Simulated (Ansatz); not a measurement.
**Geometry relaxation of CH₃AlO₂S (part 1 of 2)**

System: CH₃AlO₂S.
Method: RKS CAM-B3LYP-D4/cc-pVDZ (Ansatz 0.2.0).

It belongs to a series of runs on one base structure; here: end point A relaxed. Figures and captions count atoms from 1; the log counts them from 0 in places.

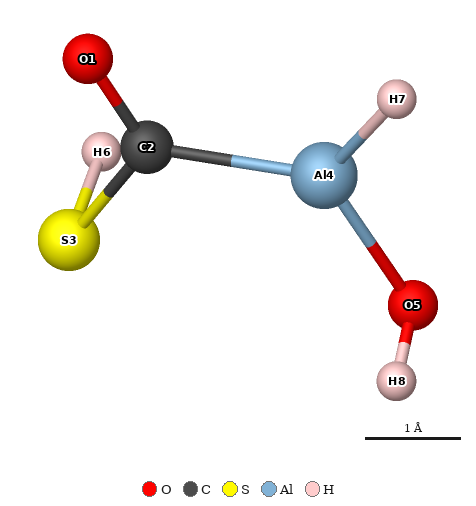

**Figure 1.** The starting structure (ball-and-stick view, seen at a tilt; atoms are numbered from 1 in the order of the input). Sticks mark near contacts.

Summary

```csv
quantity,value
outcome,converged
total energy,−22611.8330 eV
mean-field energy,−22611.6740 eV
largest force (length of the vector) at the end,0.012 eV/Å
hardware,"2 threads of Arm Neoverse V1, 24 GiB of memory available, shared host"
wall time,80 s (CPU time 2.6 min)
peak memory,0.23 GiB
```

Input
```yaml
crystal:
  periodic: [false, false, false]
  atoms:
    - { symbol: O, position_ang: [1.5908, -1.1502, 1.244] }
    - { symbol: C, position_ang: [0.7458, -0.2813, 0.8133] }
    - { symbol: S, position_ang: [0.5613, 1.3072, 1.6169] }
    - { symbol: Al, position_ang: [-0.2858, -0.6753, -0.7607] }
    - { symbol: O, position_ang: [-1.5491, 0.553, -1.4019] }
    - { symbol: H, position_ang: [1.58, 1.9009, 0.8092] }
    - { symbol: H, position_ang: [-0.2009, -2.0998, -1.4791] }
    - { symbol: H, position_ang: [-2.35, 0.3884, -0.8975] }
basis:
  gaussian: { orbitals: cc-pVDZ }
hamiltonian:
  xc: cam_b3lyp
  dispersion: d4
relax:
  f_tol: 0.015
  max_steps: 40
output:
  orbitals: {}
```

Launched with:
```bash
ansatz run input.yaml --threads 2 --pin off --max-ram 3072MiB --backend cpu --events-out ev --progress --plain --runs-dir out
```

Log
```
The last accepted step is kept in [file] (removed where the run ends without a failure and the disk answers)
Engine: ansatz 0.2.0, aarch64-unknown-linux-gnu
Functional definition: CAM-B3LYP
  parameter alpha = 0.19
  parameter beta = 0.46
  parameter omega = 0.33/bohr
  parameter ac = 0.81
  exchange = (1 - alpha - beta)*b88_x + beta*b88_x_sr(omega) + alpha*exact_x + beta*exact_x_lr(omega)
  correlation = (1 - ac)*vwn5_c + ac*lyp_c
1000 factors; integrals over basis functions are off by at most 2.5e-4 eV
325 factors; integrals over basis functions are off by at most 1.4e-6 eV
mean field evaluation 1: about -22602.8314 eV, gradient 6.3e1 eV
mean field evaluation 2: about -22587.5996 eV, gradient 1.1e2 eV
mean field evaluation 4: about -22610.2552 eV, gradient 7.3e0 eV
mean field evaluation 8: about -22610.3804 eV, gradient 1.4e-1 eV
mean field evaluation 16: about -22610.3805 eV, gradient 2.0e-4 eV
mean field -22610.38051903 eV, -830.9161582082 hartree, gradient 2.7e-5 eV, S^2 0.000000; 0 other end points of the search recorded, 0 dependent functions left out
the calculation of the forces begins
reference -22610.38064529 eV, -830.9161628480 hartree; 27, 27 occupied and 66, 66 virtual orbitals, 1000 factors
relax step   1: F+E_penalty+E_count = -22610.53693780 eV  Δ(F+E_penalty+E_count) = +0.000e0 eV  max|allowed force component| = 4.118e0 eV/Å  Δτ_max = 0.0000 Å  (32 SCF iters, accepted)
these checks for a lower state are left out or cut short: starts, cluster_reference, orbital_swaps, neighbouring_geometries, increment
1000 factors; integrals over basis functions are off by at most 2.8e-4 eV
325 factors; integrals over basis functions are off by at most 1.3e-6 eV
mean field -22610.86670618 eV, -830.9340252561 hartree, gradient 1.6e-5 eV, S^2 0.000000; 0 other end points of the search recorded, 0 dependent functions left out
[... from here on the field's lines of each further geometry are left out, up to the last ...]
relax step   2: F+E_penalty+E_count = -22611.02241212 eV  Δ(F+E_penalty+E_count) = -4.855e-1 eV  max|allowed force component| = 2.643e0 eV/Å  Δτ_max = 0.1332 Å  (42 SCF iters, accepted)
relax step   3: F+E_penalty+E_count = -22611.12623323 eV  Δ(F+E_penalty+E_count) = -1.038e-1 eV  max|allowed force component| = 2.643e0 eV/Å  Δτ_max = 0.1927 Å  (41 SCF iters, accepted)
relax step   4: F+E_penalty+E_count = -22611.37838640 eV  Δ(F+E_penalty+E_count) = -2.522e-1 eV  max|allowed force component| = 1.380e0 eV/Å  Δτ_max = 0.1999 Å  (37 SCF iters, accepted)
relax step   5: F+E_penalty+E_count = -22611.52811486 eV  Δ(F+E_penalty+E_count) = -1.497e-1 eV  max|allowed force component| = 4.409e-1 eV/Å  Δτ_max = 0.1951 Å  (36 SCF iters, accepted)
relax step   6: F+E_penalty+E_count = -22611.65553048 eV  Δ(F+E_penalty+E_count) = -1.274e-1 eV  max|allowed force component| = 5.575e-1 eV/Å  Δτ_max = 0.1998 Å  (40 SCF iters, accepted)
relax step   7: F+E_penalty+E_count = -22611.75837863 eV  Δ(F+E_penalty+E_count) = -1.028e-1 eV  max|allowed force component| = 2.942e-1 eV/Å  Δτ_max = 0.1999 Å  (40 SCF iters, accepted)
relax step   8: F+E_penalty+E_count = -22611.79663704 eV  Δ(F+E_penalty+E_count) = -3.826e-2 eV  max|allowed force component| = 1.577e-1 eV/Å  Δτ_max = 0.1248 Å  (35 SCF iters, accepted)
relax step   9: F+E_penalty+E_count = -22611.77804214 eV  Δ(F+E_penalty+E_count) = +1.859e-2 eV  max|allowed force component| = 5.641e-1 eV/Å  Δτ_max = 0.1526 Å  (36 SCF iters, rejected (line search))
relax step  10: F+E_penalty+E_count = -22611.80707087 eV  Δ(F+E_penalty+E_count) = -1.043e-2 eV  max|allowed force component| = 1.447e-1 eV/Å  Δτ_max = 0.0744 Å  (35 SCF iters, accepted)
relax step  11: F+E_penalty+E_count = -22611.81084796 eV  Δ(F+E_penalty+E_count) = -3.777e-3 eV  max|allowed force component| = 1.623e-1 eV/Å  Δτ_max = 0.0969 Å  (34 SCF iters, accepted)
relax step  12: F+E_penalty+E_count = -22611.81378299 eV  Δ(F+E_penalty+E_count) = -2.935e-3 eV  max|allowed force component| = 7.432e-2 eV/Å  Δτ_max = 0.0499 Å  (35 SCF iters, accepted)
relax step  13: F+E_penalty+E_count = -22611.81726705 eV  Δ(F+E_penalty+E_count) = -3.484e-3 eV  max|allowed force component| = 1.814e-1 eV/Å  Δτ_max = 0.0722 Å  (34 SCF iters, accepted)
relax step  14: F+E_penalty+E_count = -22611.81917172 eV  Δ(F+E_penalty+E_count) = -1.905e-3 eV  max|allowed force component| = 6.415e-1 eV/Å  Δτ_max = 0.1951 Å  (34 SCF iters, accepted)
relax step  15: F+E_penalty+E_count = -22611.82476987 eV  Δ(F+E_penalty+E_count) = -5.598e-3 eV  max|allowed force component| = 1.668e-1 eV/Å  Δτ_max = 0.0372 Å  (35 SCF iters, accepted)
relax step  16: F+E_penalty+E_count = -22611.82777145 eV  Δ(F+E_penalty+E_count) = -3.002e-3 eV  max|allowed force component| = 1.070e-1 eV/Å  Δτ_max = 0.0522 Å  (34 SCF iters, accepted)
relax step  17: F+E_penalty+E_count = -22611.82863231 eV  Δ(F+E_penalty+E_count) = -8.609e-4 eV  max|allowed force component| = 3.075e-1 eV/Å  Δτ_max = 0.1431 Å  (33 SCF iters, accepted)
relax step  18: F+E_penalty+E_count = -22611.83068728 eV  Δ(F+E_penalty+E_count) = -2.055e-3 eV  max|allowed force component| = 1.028e-1 eV/Å  Δτ_max = 0.0354 Å  (35 SCF iters, accepted)
relax step  19: F+E_penalty+E_count = -22611.83134811 eV  Δ(F+E_penalty+E_count) = -6.608e-4 eV  max|allowed force component| = 6.311e-2 eV/Å  Δτ_max = 0.0114 Å  (29 SCF iters, accepted)
relax step  20: F+E_penalty+E_count = -22611.83178032 eV  Δ(F+E_penalty+E_count) = -4.322e-4 eV  max|allowed force component| = 3.343e-2 eV/Å  Δτ_max = 0.0270 Å  (34 SCF iters, accepted)
relax step  21: F+E_penalty+E_count = -22611.83214524 eV  Δ(F+E_penalty+E_count) = -3.649e-4 eV  max|allowed force component| = 5.899e-2 eV/Å  Δτ_max = 0.0394 Å  (33 SCF iters, accepted)
relax step  22: F+E_penalty+E_count = -22611.83238095 eV  Δ(F+E_penalty+E_count) = -2.357e-4 eV  max|allowed force component| = 9.518e-2 eV/Å  Δτ_max = 0.0358 Å  (34 SCF iters, accepted)
relax step  23: F+E_penalty+E_count = -22611.83254242 eV  Δ(F+E_penalty+E_count) = -1.615e-4 eV  max|allowed force component| = 9.317e-2 eV/Å  Δτ_max = 0.0228 Å  (35 SCF iters, accepted)
relax step  24: F+E_penalty+E_count = -22611.83266465 eV  Δ(F+E_penalty+E_count) = -1.222e-4 eV  max|allowed force component| = 7.287e-2 eV/Å  Δτ_max = 0.0212 Å  (35 SCF iters, accepted)
relax step  25: F+E_penalty+E_count = -22611.83272511 eV  Δ(F+E_penalty+E_count) = -6.045e-5 eV  max|allowed force component| = 4.245e-2 eV/Å  Δτ_max = 0.0040 Å  (29 SCF iters, accepted)
relax step  26: F+E_penalty+E_count = -22611.83283577 eV  Δ(F+E_penalty+E_count) = -1.107e-4 eV  max|allowed force component| = 2.270e-2 eV/Å  Δτ_max = 0.0056 Å  (28 SCF iters, accepted)
the calculation of the forces begins
reference -22611.67396561 eV, -830.9636914931 hartree; 27, 27 occupied and 66, 66 virtual orbitals, 1000 factors
relax step  27: F+E_penalty+E_count = -22611.83286393 eV  Δ(F+E_penalty+E_count) = -2.816e-5 eV  max|allowed force component| = 1.136e-2 eV/Å  Δτ_max = 0.0048 Å  (27 SCF iters, accepted)
```

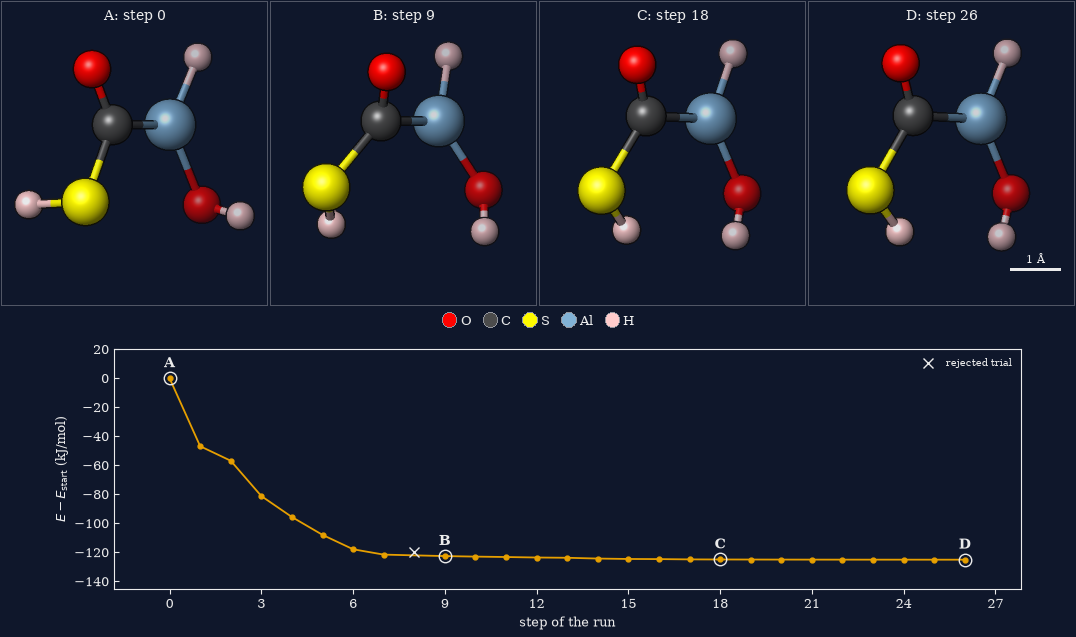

**Figure 2.** Frames of the relaxation (ball-and-stick view, seen at a tilt) above the curves, on which the letters mark them (the first geometry is step 0 here and step 1 in the log).

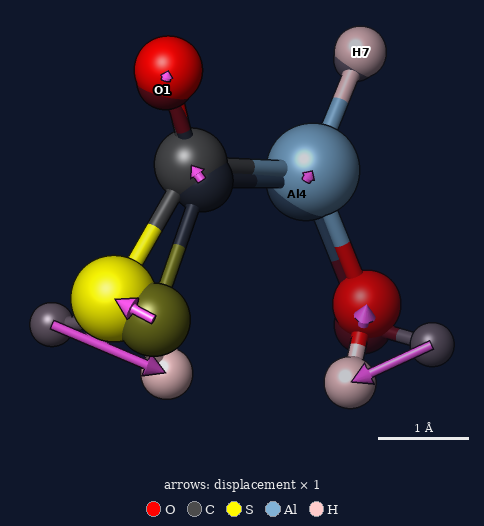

**Figure 3.** Start (faint) and end (solid) with the displacements as pink arrows, at true length (ball-and-stick view, seen at a tilt). The two geometries are laid on each other by the best rigid fit. The energy falls by 125.0 kJ/mol in 26 geometry steps. Largest force component: 4.1 eV/Å at the start, 0.011 eV/Å at the end. The line search rejected the trial step at point 8 (counted from 0) and went back. The atom that moves furthest after the best rigid fit is H6 (1.41 Å). Largest moves by element: H 1.41 Å, S 0.52 Å, O 0.30 Å, C 0.22 Å, Al 0.15 Å. Among the contacts that change: Al4–O5 1.875 → 1.713 Å, C2–Al4 1.923 → 2.013 Å, O1–C2 1.286 → 1.205 Å, S3–H6 1.429 → 1.354 Å. Among the angles that change: Al4–O5–H8 105.7° → 128.1°, C2–S3–H6 92.4° → 95.4°, S3–C2–Al4 119.6° → 121.9°. (Atoms are counted from 1 in the order of the input.)

```
1000 factors; integrals over basis functions are off by at most 5.0e-4 eV
325 factors; integrals over basis functions are off by at most 1.2e-6 eV
mean field -22611.67384270 eV, -830.9636869761 hartree, gradient 1.5e-5 eV, S^2 0.000000; 1 other end points of the search recorded, 0 dependent functions left out
the calculation of the forces begins
reference -22611.67396561 eV, -830.9636914931 hartree; 27, 27 occupied and 66, 66 virtual orbitals, 1000 factors
Total energy: -22611.83298684 eV, -830.9695354155 hartree
Atom 0 at     1.542642    -1.310372     1.315705 Å, force     0.002624    -0.000385     0.002545 eV/Å
Atom 1 at     0.899636    -0.415082     0.828557 Å, force    -0.002149     0.001274    -0.002651 eV/Å
Atom 2 at     1.013048     1.258079     1.562257 Å, force     0.001582    -0.001869     0.001354 eV/Å
Atom 3 at    -0.282556    -0.805626    -0.753787 Å, force    -0.001724     0.011363     0.004885 eV/Å
Atom 4 at    -1.431909     0.349466    -1.283683 Å, force     0.001257    -0.001348     0.000576 eV/Å
Atom 5 at     0.174782     1.842666     0.674294 Å, force    -0.001115    -0.001901    -0.001335 eV/Å
Atom 6 at    -0.172131    -2.171384    -1.516163 Å, force    -0.000295    -0.006210    -0.003829 eV/Å
Atom 7 at    -1.651413     1.195152    -0.882979 Å, force    -0.000181    -0.000924    -0.001545 eV/Å
Dipole moment:    -0.338574     0.355492    -0.214615 e Å
```

Trajectory as extended XYZ (Å, eV, eV/Å), 13 of the 27 frames kept, from step=1 to step=27
```
8
Properties=species:S:1:pos:R:3:forces:R:3 step=1 energy=-22610.53694
O     1.5908   -1.1502    1.2440   -3.4171   3.3897  -1.6517
C     0.7458   -0.2813    0.8133    4.1177  -3.7175   1.9107
S     0.5613    1.3072    1.6169    1.1636   1.5634  -0.1726
Al   -0.2858   -0.6753   -0.7607   -2.4483   0.7094  -2.0446
O    -1.5491    0.5530   -1.4019    2.2014  -1.8155   0.8520
H     1.5800    1.9009    0.8092   -1.1619  -0.6538   0.9111
H    -0.2009   -2.0998   -1.4791    0.1250   0.2909   0.0958
H    -2.3500    0.3884   -0.8975   -0.5805   0.2334   0.0995
8
Properties=species:S:1:pos:R:3:forces:R:3 step=3 energy=-22611.12623
O     1.5196   -1.1190    1.1604   -0.9109   0.9798  -0.4981
C     0.7550   -0.2548    0.7609    0.9412  -1.5430   0.4193
S     0.6453    1.3317    1.7202   -0.0677   0.2732   0.1236
Al   -0.3878   -0.7974   -0.8216    0.1220   0.3441  -0.1685
O    -1.5323    0.3272   -1.4849   -2.3430   0.6226   2.6425
H     1.4732    1.9942    0.8786   -0.0799   0.0184  -0.0847
H    -0.1509   -2.1931   -1.5085    0.0588   0.0183   0.0337
H    -2.2299    0.6541   -0.7608    2.2795  -0.7135  -2.4678
```
